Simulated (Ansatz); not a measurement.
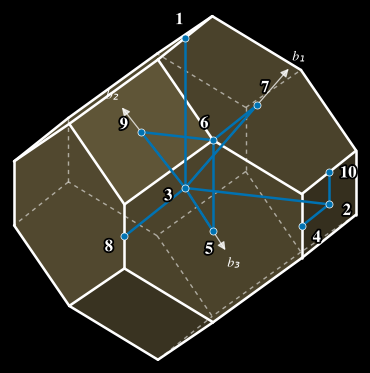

Crystal: SnP2, the end point of a relaxation with Ansatz, DFT PBE, scalar-relativistic, plane waves, PAW; the starting structure was generated, so it need not be a known form of this composition. The first Brillouin zone of a body-centred orthorhombic lattice (oI; extended symbol oI3) is drawn with its special points numbered. Geometry calculated from the standardised cell; symmetry tolerance 0.002 Å.

a = 4.923 Å, b = 7.972 Å, c = 6.420 Å, α = 90.00°, β = 90.00°, γ = 90.00°.

Labels and path follow the convention of Hinuma et al. (2017), as computed by seekpath; the arrows show the directions of the reciprocal primitive vectors b₁, b₂, b₃, in which coordinates are given.

> Give the label and coordinates of each numbered point.

```csv
no.,label,coordinates
1,Λ₀,"(0.412, 0.412, −0.412)"
2,X,"(1/2, −1/2, 1/2)"
3,Γ,"(0, 0, 0)"
4,F₀,"(0.345, −0.345, 0.655)"
5,T,"(0, 0, 1/2)"
6,W,"(1/4, 1/4, 1/4)"
7,S,"(1/2, 0, 0)"
8,Σ₀,"(−0.345, 0.345, 0.345)"
9,R,"(0, 1/2, 0)"
10,G₀,"(0.588, −0.412, 0.412)"
```
